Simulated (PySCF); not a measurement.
Vertical excitations of a molecule C4H6F2 from TDDFT-CAM-B3LYP/def2-SVPD (PySCF 2.14.0), as energy in eV (oscillator strength): 7.29 (0.473), 7.58 (0.021), 8.03 (0.001), 8.10 (0.003), 8.45 (0.015), 8.54 (0.000), 9.02 (0.016), 9.50 (0.045), 9.65 (0.011), 9.73 (0.051). Lowest triplet (TDA): 4.31 eV. Geometry optimised at B3LYP-D3(BJ)/def2-SVP. One conformer was computed; it need not be the lowest.

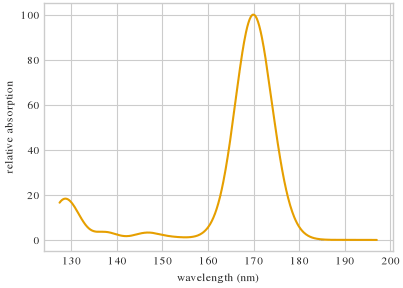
Fig. 1. The lines broadened by 0.4 eV.

Question: Which molecule gave these data?
A. F[C@H]1CC[C@@H]1F
B. C=CCC(F)F
C. C[C@@H]1CC1(F)F
D. C/C=C/C(F)F

Answer: D, C/C=C/C(F)F
